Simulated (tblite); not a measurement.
**Run report: C6H14N2Si2, geometry relaxation (part 2 of 2)**

C6H14N2Si2; GFN2-xTB geometry optimisation, gas phase (tblite 0.8.0). It belongs to a series of runs on one base structure; here: constitutional isomer.

## Trajectory as extended XYZ, continued
```
24
Properties=species:S:1:pos:R:3:forces:R:3 step=85 energy=-795.44831
C     1.1203    2.4807   -0.8230    0.0050   0.0100   0.0040
Si    1.0367    0.6099   -0.4895    0.0020   0.0010  -0.0200
Si    2.6389   -0.1009    1.0194   -0.0290   0.0000  -0.0060
N     2.4892   -1.8198    1.0889    0.0040   0.0010   0.0110
C    -0.7291    0.2344    0.1353    0.0150  -0.0150   0.0030
C    -1.9119    0.4934   -0.8188    0.0160  -0.0010   0.0060
C    -2.4520   -0.9218   -0.5183   -0.0040   0.0080   0.0040
C    -3.5779   -0.9117    0.3705   -0.0120   0.0030   0.0110
N    -4.4545   -0.8835    1.1061    0.0120  -0.0060  -0.0360
C    -1.1283   -1.2506    0.2058   -0.0070  -0.0070  -0.0020
H     0.9972    3.0492    0.0941    0.0030   0.0060   0.0120
H     0.3483    2.8067   -1.5135   -0.0080  -0.0080  -0.0020
H     2.0787    2.7569   -1.2505    0.0100   0.0010  -0.0010
H     1.1119   -0.0525   -1.8165   -0.0070   0.0020  -0.0040
H     3.9934    0.3673    0.6603    0.0040   0.0070  -0.0050
H     2.4286    0.3111    2.4118    0.0030  -0.0100  -0.0020
H     3.0011   -2.3192    1.7986    0.0010  -0.0090  -0.0040
H     2.5006   -2.3530    0.2344    0.0020   0.0160   0.0090
H    -0.9083    0.7168    1.0984   -0.0040   0.0050  -0.0130
H    -1.6121    0.6059   -1.8596   -0.0100  -0.0070   0.0020
H    -2.5759    1.3145   -0.5518    0.0060  -0.0110   0.0080
H    -2.6867   -1.5386   -1.3897   -0.0050   0.0090   0.0140
H    -1.2341   -1.6762    1.2020    0.0100   0.0110   0.0040
H    -0.4858   -1.8992   -0.3868   -0.0100  -0.0060   0.0050
24
Properties=species:S:1:pos:R:3:forces:R:3 step=94 energy=-795.44986
C     1.1406    2.4807   -0.8420   -0.0020   0.0010  -0.0010
Si    1.0301    0.6139   -0.4953    0.0070  -0.0120  -0.0020
Si    2.6324   -0.1026    1.0112   -0.0020  -0.0090   0.0010
N     2.4759   -1.8214    1.0685    0.0050  -0.0070   0.0000
C    -0.7285    0.2540    0.1573    0.0070  -0.0090   0.0020
C    -1.9176    0.5058   -0.7901    0.0050   0.0030   0.0070
C    -2.4320   -0.9236   -0.5160   -0.0040   0.0040   0.0000
C    -3.5925   -0.9585    0.3252   -0.0010  -0.0070  -0.0080
N    -4.5031   -0.9736    1.0181   -0.0170   0.0070   0.0050
C    -1.1251   -1.2310    0.2470   -0.0090   0.0000   0.0010
H     1.0429    3.0597    0.0716   -0.0010  -0.0020   0.0110
H     0.3625    2.8121   -1.5228   -0.0060   0.0080  -0.0050
H     2.0968    2.7357   -1.2873    0.0040   0.0030  -0.0050
H     1.0690   -0.0622   -1.8175    0.0160   0.0120   0.0020
H     3.9895    0.3620    0.6577    0.0050   0.0100  -0.0140
H     2.4307    0.2972    2.4080   -0.0140  -0.0010   0.0020
H     2.9748   -2.3313    1.7799    0.0050   0.0050   0.0010
H     2.5060   -2.3418    0.2068   -0.0040  -0.0070   0.0000
H    -0.8950    0.7489    1.1160    0.0050   0.0060  -0.0070
H    -1.6288    0.6490   -1.8300   -0.0040   0.0000   0.0030
H    -2.5966    1.3057   -0.4987   -0.0040   0.0030  -0.0020
H    -2.6196   -1.5341   -1.4027    0.0090  -0.0080   0.0010
H    -1.2578   -1.6289    1.2514    0.0030   0.0010   0.0010
H    -0.4666   -1.8959   -0.3086   -0.0030   0.0010   0.0060
24
Properties=species:S:1:pos:R:3:forces:R:3 step=102 energy=-795.45087
C     1.1571    2.4804   -0.8550   -0.0020  -0.0100   0.0000
Si    1.0266    0.6154   -0.5030   -0.0060  -0.0140   0.0030
Si    2.6295   -0.1069    1.0004   -0.0190  -0.0080  -0.0030
N     2.4735   -1.8260    1.0515    0.0080  -0.0040  -0.0040
C    -0.7273    0.2689    0.1723   -0.0070  -0.0030  -0.0010
C    -1.9257    0.5142   -0.7649   -0.0010   0.0050  -0.0060
C    -2.4190   -0.9269   -0.5104    0.0050   0.0060  -0.0120
C    -3.6109   -0.9982    0.2834    0.0290   0.0040   0.0040
N    -4.5474   -1.0405    0.9398   -0.0150   0.0040   0.0000
C    -1.1267   -1.2142    0.2854   -0.0080   0.0000  -0.0020
H     1.0824    3.0595    0.0610   -0.0030   0.0060  -0.0090
H     0.3760    2.8240   -1.5266   -0.0080   0.0040   0.0130
H     2.1110    2.7189   -1.3150    0.0010   0.0060   0.0070
H     1.0533   -0.0594   -1.8250    0.0080  -0.0020  -0.0050
H     3.9824    0.3671    0.6410    0.0020  -0.0010   0.0110
H     2.4175    0.2838    2.3991    0.0080   0.0010  -0.0140
H     2.9600   -2.3389    1.7693    0.0110   0.0080  -0.0010
H     2.5151   -2.3444    0.1890   -0.0030  -0.0070   0.0010
H    -0.8767    0.7801    1.1251    0.0020  -0.0030   0.0040
H    -1.6496    0.6825   -1.8042    0.0010  -0.0010  -0.0070
H    -2.6154    1.2977   -0.4543   -0.0050  -0.0040   0.0060
H    -2.5569   -1.5348   -1.4080   -0.0020  -0.0020  -0.0010
H    -1.2814   -1.5880    1.2959   -0.0030   0.0090   0.0020
H    -0.4589   -1.8947   -0.2392    0.0080   0.0050   0.0140
24
Properties=species:S:1:pos:R:3:forces:R:3 step=111 energy=-795.45184
C     1.1710    2.4786   -0.8694   -0.0070  -0.0060   0.0020
Si    1.0194    0.6154   -0.5140   -0.0030  -0.0120   0.0130
Si    2.6222   -0.1175    0.9835   -0.0100   0.0050   0.0070
N     2.4737   -1.8373    1.0303    0.0020   0.0070   0.0010
C    -0.7282    0.2893    0.1904   -0.0060   0.0000  -0.0070
C    -1.9361    0.5254   -0.7372   -0.0050  -0.0020  -0.0080
C    -2.3993   -0.9302   -0.5074    0.0080   0.0010  -0.0090
C    -3.6222   -1.0413    0.2331    0.0160   0.0050  -0.0050
N    -4.5906   -1.1130    0.8390    0.0050   0.0040   0.0070
C    -1.1283   -1.1914    0.3310   -0.0050  -0.0010   0.0040
H     1.1223    3.0640    0.0443   -0.0030  -0.0130   0.0110
H     0.3825    2.8343   -1.5257    0.0020  -0.0010  -0.0070
H     2.1211    2.7002   -1.3456   -0.0100   0.0080  -0.0060
H     1.0404   -0.0627   -1.8353   -0.0180   0.0070   0.0150
H     3.9738    0.3672    0.6365    0.0120  -0.0080  -0.0040
H     2.4082    0.2684    2.3829   -0.0020  -0.0030  -0.0020
H     2.9605   -2.3460    1.7511    0.0090  -0.0040  -0.0150
H     2.5167   -2.3565    0.1683    0.0060  -0.0040   0.0100
H    -0.8580    0.8164    1.1378    0.0060   0.0050  -0.0080
H    -1.6738    0.7266   -1.7744   -0.0020  -0.0020  -0.0030
H    -2.6429    1.2836   -0.4017    0.0070  -0.0070   0.0010
H    -2.4865   -1.5340   -1.4145    0.0190   0.0080   0.0040
H    -1.3166   -1.5306    1.3483   -0.0090   0.0080   0.0000
H    -0.4412   -1.8891   -0.1438   -0.0100   0.0060   0.0000
24
Properties=species:S:1:pos:R:3:forces:R:3 step=119 energy=-795.45490
C     1.1869    2.4686   -0.8956    0.0080  -0.0050  -0.0020
Si    1.0008    0.6120   -0.5241    0.0220  -0.0260  -0.0010
Si    2.6133   -0.1398    0.9563   -0.0380   0.0000   0.0230
N     2.4729   -1.8624    0.9926    0.0330   0.0110   0.0030
C    -0.7348    0.3341    0.2263   -0.0110   0.0200  -0.0050
C    -1.9548    0.5478   -0.6900   -0.0270  -0.0050  -0.0090
C    -2.3493   -0.9358   -0.5145   -0.0170  -0.0040   0.0030
C    -3.6233   -1.1247    0.1186    0.0000   0.0000  -0.0090
N    -4.6315   -1.2443    0.6480    0.0530  -0.0040  -0.0260
C    -1.1382   -1.1391    0.4244   -0.0110   0.0030   0.0080
H     1.1897    3.0513    0.0212   -0.0080   0.0100  -0.0080
H     0.3882    2.8491   -1.5251   -0.0230  -0.0150   0.0170
H     2.1232    2.6647   -1.4082    0.0160   0.0020   0.0080
H     0.9762   -0.0796   -1.8355   -0.0090  -0.0070  -0.0170
H     3.9679    0.3446    0.6240    0.0110   0.0050  -0.0170
H     2.3876    0.2379    2.3576    0.0090  -0.0150  -0.0140
H     2.9867   -2.3648    1.6991   -0.0040  -0.0040   0.0200
H     2.5274   -2.3758    0.1278   -0.0150   0.0110  -0.0270
H    -0.8301    0.9054    1.1515   -0.0030  -0.0130   0.0190
H    -1.7234    0.8225   -1.7183   -0.0010  -0.0180   0.0200
H    -2.7003    1.2421   -0.3011    0.0340   0.0030  -0.0230
H    -2.3191   -1.5240   -1.4368    0.0270   0.0250   0.0640
H    -1.4114   -1.4000    1.4466   -0.0100  -0.0070  -0.0300
H    -0.4162   -1.8700    0.0628   -0.0330   0.0340   0.0050
24
Properties=species:S:1:pos:R:3:forces:R:3 step=128 energy=-795.46095
C     1.1932    2.4472   -0.9248   -0.0140  -0.0020  -0.0030
Si    0.9805    0.5961   -0.5307   -0.0030   0.0080   0.0380
Si    2.6044   -0.1702    0.9348   -0.0280   0.0040   0.0130
N     2.4945   -1.8938    0.9502   -0.0360   0.0130   0.0010
C    -0.7448    0.3935    0.2746    0.0110   0.0090   0.0200
C    -1.9722    0.5785   -0.6384    0.0280   0.0110  -0.0070
C    -2.2800   -0.9301   -0.5178   -0.0030   0.0360   0.0260
C    -3.5965   -1.2167   -0.0321   -0.0800  -0.0110   0.0870
N    -4.6358   -1.3945    0.4152    0.0600  -0.0230  -0.0780
C    -1.1618   -1.0653    0.5386    0.0190   0.0110   0.0090
H     1.2426    3.0428   -0.0175   -0.0060  -0.0240   0.0190
H     0.3665    2.8288   -1.5162   -0.0100   0.0100  -0.0190
H     2.1061    2.6344   -1.4811    0.0030  -0.0360  -0.0050
H     0.8898   -0.1114   -1.8331    0.0130   0.0120   0.0230
H     3.9580    0.3170    0.6045    0.0060   0.0420  -0.0180
H     2.3749    0.1796    2.3428    0.0150   0.0050  -0.0160
H     3.0425   -2.4023    1.6260   -0.0100  -0.0090  -0.0180
H     2.5000   -2.3894    0.0742    0.0170  -0.0360  -0.0170
H    -0.8086    1.0093    1.1740    0.0180   0.0050   0.0040
H    -1.7744    0.9235   -1.6520    0.0340  -0.0340  -0.0010
H    -2.7525    1.2070   -0.2080    0.0110  -0.0250   0.0020
H    -2.0841   -1.4949   -1.4298   -0.0230  -0.0050  -0.0400
H    -1.5420   -1.2483    1.5435   -0.0050   0.0210  -0.0220
H    -0.4120   -1.8212    0.3108   -0.0170   0.0160   0.0020
24
Properties=species:S:1:pos:R:3:forces:R:3 step=136 energy=-795.47201
C     1.1928    2.4176   -0.9497   -0.0090   0.0120  -0.0120
Si    0.9512    0.5832   -0.5111   -0.0200   0.0200   0.0280
Si    2.5967   -0.1966    0.9131   -0.0110  -0.0130   0.0120
N     2.4920   -1.9213    0.8961    0.0040   0.0040  -0.0260
C    -0.7566    0.4570    0.3394   -0.0090  -0.0300   0.0150
C    -1.9750    0.6119   -0.5884   -0.0020   0.0030  -0.0140
C    -2.2173   -0.9103   -0.5047   -0.0050  -0.0140   0.0130
C    -3.5498   -1.3036   -0.1500   -0.0770   0.0110   0.0170
N    -4.6124   -1.5825    0.1754    0.1230   0.0160  -0.0530
C    -1.1867   -0.9883    0.6424   -0.0120  -0.0310   0.0260
H     1.2903    3.0287   -0.0564   -0.0010  -0.0160  -0.0080
H     0.3529    2.8044   -1.5193    0.0150   0.0290  -0.0100
H     2.0893    2.5637   -1.5431    0.0010   0.0060  -0.0040
H     0.8067   -0.1403   -1.7986    0.0140  -0.0070   0.0090
H     3.9260    0.3360    0.5532    0.0170  -0.0080   0.0050
H     2.3936    0.1225    2.3308    0.0140   0.0050   0.0030
H     3.0446   -2.4453    1.5563   -0.0030   0.0130   0.0060
H     2.5000   -2.4002    0.0099   -0.0010  -0.0070  -0.0130
H    -0.7952    1.1098    1.2149   -0.0080  -0.0200  -0.0350
H    -1.7754    0.9885   -1.5897   -0.0070   0.0070  -0.0160
H    -2.7891    1.1891   -0.1515   -0.0070   0.0010   0.0060
H    -1.9025   -1.4431   -1.4054   -0.0090   0.0110   0.0300
H    -1.6694   -1.1086    1.6121    0.0370  -0.0020   0.0100
H    -0.4185   -1.7525    0.5318   -0.0440   0.0100   0.0130
24
Properties=species:S:1:pos:R:3:forces:R:3 step=145 energy=-795.47536
C     1.1880    2.4102   -0.9648    0.0040   0.0010  -0.0030
Si    0.9358    0.5832   -0.4988    0.0040   0.0010   0.0100
Si    2.5949   -0.2085    0.9042    0.0090  -0.0010   0.0030
N     2.4979   -1.9330    0.8653   -0.0140   0.0010  -0.0030
C    -0.7657    0.4799    0.3658   -0.0010  -0.0020   0.0060
C    -1.9786    0.6250   -0.5704   -0.0020  -0.0090   0.0110
C    -2.1946   -0.9010   -0.4904    0.0030  -0.0090   0.0120
C    -3.5296   -1.3352   -0.2049    0.0060   0.0060  -0.0080
N    -4.5952   -1.6618    0.0569    0.0080   0.0080  -0.0060
C    -1.2053   -0.9570    0.6939    0.0000  -0.0010   0.0020
H     1.3065    3.0246   -0.0767    0.0050   0.0070  -0.0060
H     0.3493    2.8091   -1.5275   -0.0020  -0.0030   0.0000
H     2.0786    2.5381   -1.5712    0.0140   0.0060   0.0020
H     0.7799   -0.1589   -1.7748    0.0070   0.0020   0.0060
H     3.9235    0.3252    0.5405    0.0030   0.0000   0.0000
H     2.4089    0.0955    2.3277    0.0050  -0.0020  -0.0010
H     3.0531   -2.4603    1.5206   -0.0020   0.0030  -0.0050
H     2.4991   -2.4064   -0.0239    0.0030   0.0070  -0.0060
H    -0.8010    1.1511    1.2260    0.0050  -0.0030   0.0000
H    -1.7802    1.0155   -1.5675   -0.0180  -0.0220   0.0040
H    -2.8041    1.1848   -0.1313   -0.0030  -0.0080   0.0030
H    -1.8210   -1.4219   -1.3749   -0.0090  -0.0080   0.0100
H    -1.7123   -1.0503    1.6543   -0.0210   0.0140  -0.0190
H    -0.4397   -1.7281    0.6295   -0.0020   0.0100  -0.0120
24
Properties=species:S:1:pos:R:3:forces:R:3 step=153 energy=-795.47633
C     1.1923    2.4115   -0.9707    0.0000  -0.0080   0.0020
Si    0.9354    0.5872   -0.4922    0.0110   0.0000   0.0000
Si    2.5998   -0.2077    0.9033   -0.0130   0.0020   0.0090
N     2.4895   -1.9314    0.8538    0.0060   0.0030  -0.0070
C    -0.7669    0.4836    0.3729   -0.0020   0.0020  -0.0030
C    -1.9822    0.6234   -0.5614   -0.0030  -0.0090  -0.0040
C    -2.1887   -0.9037   -0.4844    0.0090  -0.0080   0.0030
C    -3.5251   -1.3448   -0.2199   -0.0100   0.0000   0.0060
N    -4.5949   -1.6743    0.0202    0.0040   0.0040   0.0000
C    -1.2098   -0.9509    0.7082   -0.0060   0.0000  -0.0030
H     1.3152    3.0327   -0.0878   -0.0030  -0.0010  -0.0070
H     0.3521    2.8071   -1.5339    0.0040   0.0010   0.0030
H     2.0818    2.5345   -1.5805    0.0000  -0.0060   0.0060
H     0.7817   -0.1635   -1.7637    0.0020   0.0080   0.0010
H     3.9306    0.3223    0.5419   -0.0030  -0.0030  -0.0020
H     2.4186    0.0838    2.3300    0.0060   0.0060  -0.0010
H     3.0486   -2.4630    1.5023   -0.0040  -0.0090  -0.0020
H     2.4907   -2.3968   -0.0398    0.0000   0.0040  -0.0030
H    -0.7994    1.1585    1.2301   -0.0040   0.0050   0.0050
H    -1.7927    1.0150   -1.5593   -0.0010   0.0020   0.0000
H    -2.8102    1.1760   -0.1170    0.0050  -0.0130  -0.0060
H    -1.8018   -1.4242   -1.3635   -0.0010   0.0110   0.0010
H    -1.7315   -1.0318    1.6617    0.0080  -0.0010  -0.0050
H    -0.4451   -1.7237    0.6571   -0.0050   0.0110   0.0070
24
Properties=species:S:1:pos:R:3:forces:R:3 step=162 energy=-795.47666
C     1.1947    2.4101   -0.9731    0.0010   0.0000   0.0040
Si    0.9329    0.5894   -0.4856    0.0000  -0.0010  -0.0020
Si    2.5990   -0.2080    0.9061    0.0020  -0.0020  -0.0010
N     2.4880   -1.9314    0.8463   -0.0030   0.0000  -0.0010
C    -0.7711    0.4884    0.3774   -0.0010   0.0010  -0.0030
C    -1.9851    0.6221   -0.5594   -0.0010   0.0000  -0.0030
C    -2.1833   -0.9059   -0.4835   -0.0020   0.0000   0.0010
C    -3.5198   -1.3516   -0.2258    0.0000   0.0010  -0.0040
N    -4.5905   -1.6818    0.0088    0.0030   0.0000   0.0020
C    -1.2121   -0.9461    0.7150   -0.0010   0.0030   0.0000
H     1.3195    3.0367   -0.0945   -0.0020   0.0020   0.0030
H     0.3565    2.8058   -1.5389    0.0020  -0.0010  -0.0010
H     2.0852    2.5257   -1.5827    0.0010  -0.0030   0.0020
H     0.7807   -0.1620   -1.7568   -0.0020   0.0020   0.0010
H     3.9289    0.3195    0.5376   -0.0020   0.0020   0.0010
H     2.4284    0.0812    2.3343   -0.0010  -0.0010   0.0000
H     3.0400   -2.4705    1.4947   -0.0010   0.0000  -0.0040
H     2.4925   -2.3900   -0.0508   -0.0020   0.0020   0.0000
H    -0.8063    1.1665    1.2323   -0.0020  -0.0010   0.0020
H    -1.7976    1.0182   -1.5557    0.0030  -0.0040  -0.0050
H    -2.8181    1.1664   -0.1150   -0.0010   0.0060   0.0030
H    -1.7885   -1.4217   -1.3613    0.0010  -0.0080   0.0010
H    -1.7407   -1.0242    1.6647    0.0050  -0.0010   0.0040
H    -0.4452   -1.7170    0.6734    0.0010   0.0040   0.0030
```

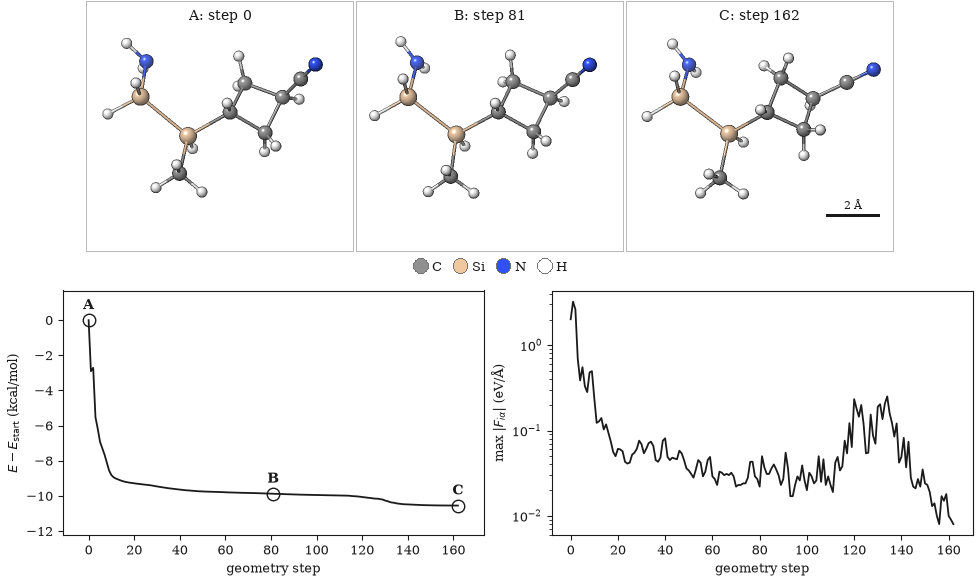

Fig. 1: Frames of the relaxation (ball-and-stick view, seen at a tilt) above the curves, on which the letters mark them (steps are counted from 0).

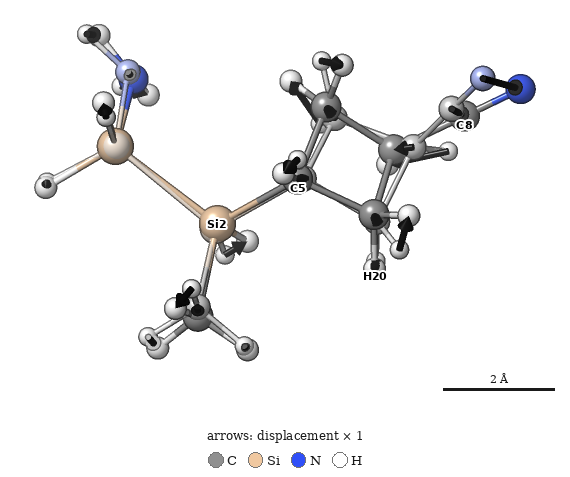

Fig. 2: Start (faint) and end (solid) with the displacements as black arrows, at true length (ball-and-stick view, seen at a tilt). The two geometries are laid on each other by the best rigid fit. The energy falls by 10.5 kcal/mol in 162 geometry steps. The largest force component goes from 2 to 0.008 eV/Å. The atom that moves furthest after the best rigid fit is N9 (1.79 Å). By element the largest moves are N 1.79 Å, H 1.40 Å, C 1.04 Å, Si 0.10 Å. Among the contacts that change: C1–Si2 1.841 → 1.903 Å, Si3–N4 1.689 → 1.728 Å, Si3–H16 1.490 → 1.467 Å, N4–H17 1.029 → 1.008 Å. Among the angles that change: Si3–N4–H17 108.7° → 118.4°, Si3–N4–H18 110.9° → 119.0°, N4–Si3–H15 106.3° → 113.9°. (Atoms are counted from 1 in the order of the input.)

The run was set up as follows.

## Input file
```
{"job": {"kind": "relax", "xc": "GFN2-xTB", "basis": "xTB"}, "charge": 0, "multiplicity": 1}
C      1.123600     2.458900    -0.682100
Si     0.989700     0.627600    -0.555000
Si     2.563000    -0.149300     0.983200
N      2.501800    -1.827600     1.166100
C     -0.772100     0.184900     0.068700
C     -1.916300     0.418700    -0.960500
C     -2.561700    -0.895200    -0.462500
C     -3.566000    -0.741600     0.576200
N     -4.378800    -0.625800     1.393300
C     -1.155900    -1.313700     0.041500
H      0.924800     2.946800     0.279400
H      0.378400     2.847100    -1.393700
H      2.101200     2.773900    -1.015500
H      1.233500    -0.001200    -1.880300
H      3.928500     0.167000     0.539900
H      2.321400     0.440500     2.330400
H      3.107200    -2.096600     1.954000
H      2.896100    -2.295700     0.354100
H     -0.971000     0.661800     1.037900
H     -1.616500     0.373500    -2.009400
H     -2.495700     1.341800    -0.803000
H     -2.925100    -1.526400    -1.278700
H     -1.102800    -1.813900     1.018400
H     -0.619000    -1.935800    -0.694800
```

The first line tells a small driver script what to run in tblite; the rest is the geometry in Å.

Launch command:
```bash
OMP_NUM_THREADS=1 python <driver script> task.json out
```

## Summary

| quantity | value |
| --- | --- |
| outcome | converged |
| total energy | −795.4767 eV |
| hardware | 1 CPU thread, shared host |
| wall time | 1.6 s |
| peak memory | 0.18 GiB |
